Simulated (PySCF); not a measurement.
# C4H10AlCl: the cost of one run

Programs: PySCF 2.14.0, with density-fitted response routines of our own. Each step states its level of theory. These are calculated values for one molecule in the gas phase, unless marked as measured. Atoms are numbered from 0 throughout.

### 1 The starting structure

16 atoms, charge 0, multiplicity 1; geometry from: GFN2-xTB.

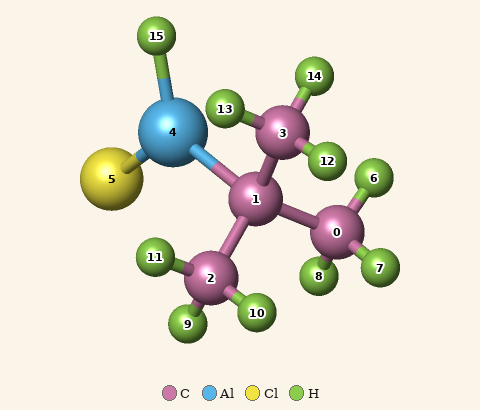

As it starts; carbon pink, aluminium blue, chlorine yellow, hydrogen green, atoms numbered.

### 2 Excited states and response: CAM-B3LYP/def2-SVPD

What the job is given:

```
{"job": {"kind": "uv", "xc": "CAM-B3LYP", "basis": "def2-SVPD", "nstates": 8, "ntriplets": 3}, "charge": 0, "multiplicity": 1}
C     -0.653625    -1.111748    -0.874943
C     -0.028800     0.007882    -0.027357
C     -0.068354     1.304003    -0.852676
C     -0.838939     0.191868     1.261133
Al     1.849485    -0.453683     0.599740
Cl     3.461623    -0.833720    -0.564252
H     -0.717872    -2.039004    -0.305056
H     -1.659191    -0.836992    -1.198609
H     -0.050676    -1.300036    -1.764495
H      0.557747     1.210374    -1.741322
H     -1.086671     1.526450    -1.176921
H      0.296626     2.147313    -0.265884
H     -1.877528     0.445546     1.046007
H     -0.407795     0.987672     1.870338
H     -0.822316    -0.723875     1.854049
H      2.038687    -0.513106     2.128838
```

With the program's defaults for keys left out, this is: TDDFT CAM-B3LYP/def2-SVPD, vertical, gas phase, core orbitals frozen in the response.

Started as:

```bash
$ OMP_NUM_THREADS=1 python probes_run.py task.json out
```

The driver reads the jobs from task.json and runs them one after another.

**Question.** How long does this job take on 1 thread of Arm Neoverse N1, shared host, and how much memory does it need?

About 80 s, with a peak of 0.96 GiB.
